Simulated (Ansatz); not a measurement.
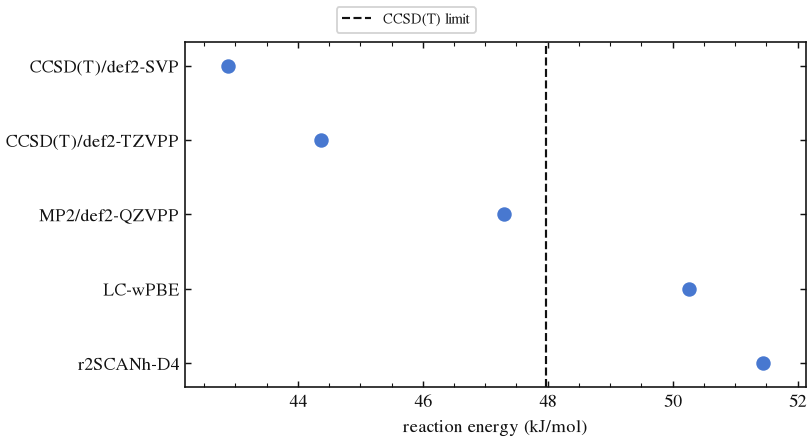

Electronic reaction energy of AlH₃Se ([AlH2][SeH]) + BNH₄ (BN) → AlBNH₅ (B[NH][AlH2]) + H₂Se ([SeH2]) (SMILES in brackets) at several levels (functionals in def2-TZVPP unless a basis is named), isolated molecules at PBE0-D4 triple-zeta geometries, minima by their frequencies, no zero-point or thermal terms, the Ansatz code 0.2.0. The line is frozen-core CCSD(T) at the basis limit (MP2 extrapolated from triple and quadruple zeta, plus CCSD(T) less MP2 in a smaller set). No dispersion term is added to LC-wPBE. The distance of CCSD(T)/def2-SVP, CCSD(T)/def2-TZVPP and MP2/def2-QZVPP to the limit includes basis error.

**What range do the values span, the line included?**

From 42.9 kJ/mol (CCSD(T)/def2-SVP) to 51.4 kJ/mol (r2SCANh-D4).

**What do zero-point energy and temperature add?**

Zero-point change −11.8 kJ/mol; at 298.15 K and 1 bar the CCSD(T) limit plus thermal terms gives an enthalpy of reaction of 37.6 and a free energy of 38.0 kJ/mol (harmonic PBE0-D4 modes, ideal gas).

Known limits of this run: no scalar relativity up to krypton; outer-core shells are correlated without core-valence functions, which makes the correlated values less sure.
